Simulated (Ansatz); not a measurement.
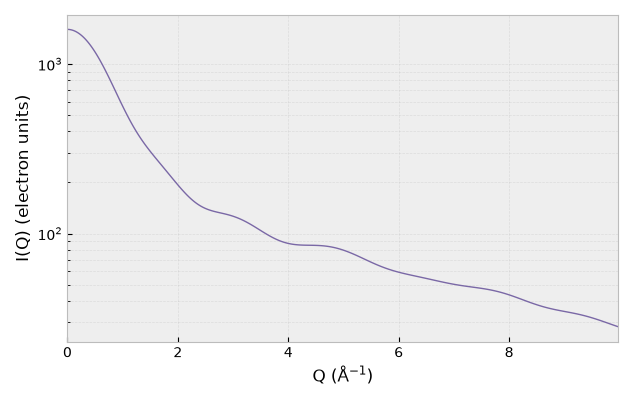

Elastic X-ray scattering of a randomly oriented, rigid molecule, calculated with the Debye equation from neutral-atom form factors (independent atoms, no Compton part, no vibration). The geometry is the end point of an optimisation (RKS PBE0-D4/6-31G* in Ansatz 0.2.0); it may be a saddle point or a higher isomer. It contains C, S, H.

**How many electrons does the independent-atom model of the molecule hold?**

I(0) is the square of the electron number: I(0) = 1600, so about 40 electrons, the count of C3H6S.

**What radius of gyration does the initial fall-off give?**

From I(Q) ≈ I(0) exp(−Q²R²/3) at small Q, R ≈ 1.95 Å. It is larger than the electron-weighted radius of the nuclear positions alone (1.80 Å), because each atom's electron cloud adds to it.
